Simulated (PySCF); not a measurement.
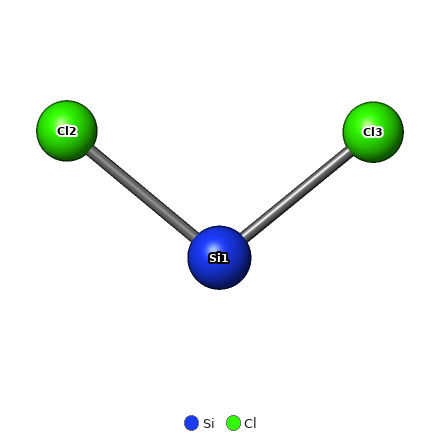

SiCl₂, SMILES Cl[Si]Cl. Vertical core-electron binding energies by ΔSCF (SCAN, pcX-2 on the ionised atom, pcseg-1 elsewhere, spin-free X2C; PySCF, at a PBE0-D3(BJ)/def2-SVP geometry (no frequency check)), gas phase, against the vacuum level. One atom of each kind was ionised; within a panel, areas follow the number of like atoms and 2j + 1 (2p levels are split by first-order spin-orbit coupling, an approximation), each panel is scaled alone, Gaussians of 0.4 eV full width. Only the regions named are shown.

Q: Predict the Si 2p, Cl 2p and Si 1s photoelectron lines.

A:
| level | atoms | binding energy (eV) |
| --- | --- | --- |
| Si 2p1/2 | Si1 | 109.9 |
| Si 2p3/2 | Si1 | 109.3 |
| Cl 2p1/2 | Cl2, Cl3 | 207.9 |
| Cl 2p3/2 | Cl2, Cl3 | 206.2 |
| Si 1s | Si1 | 1849.4 |

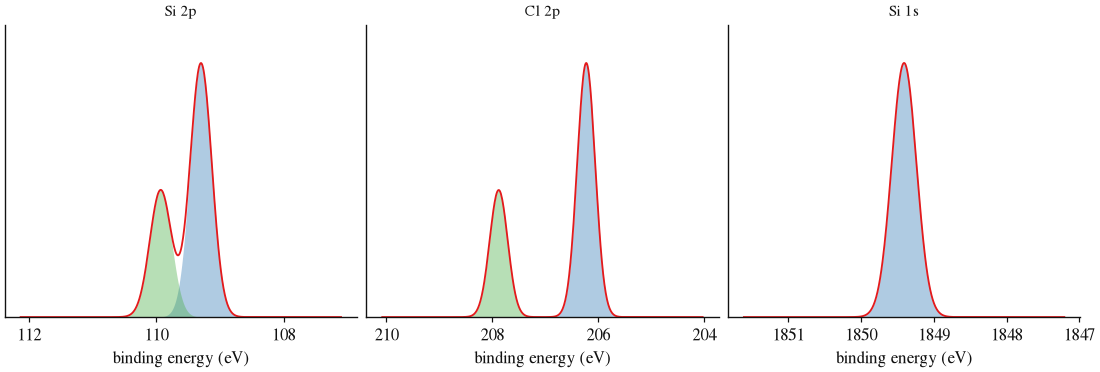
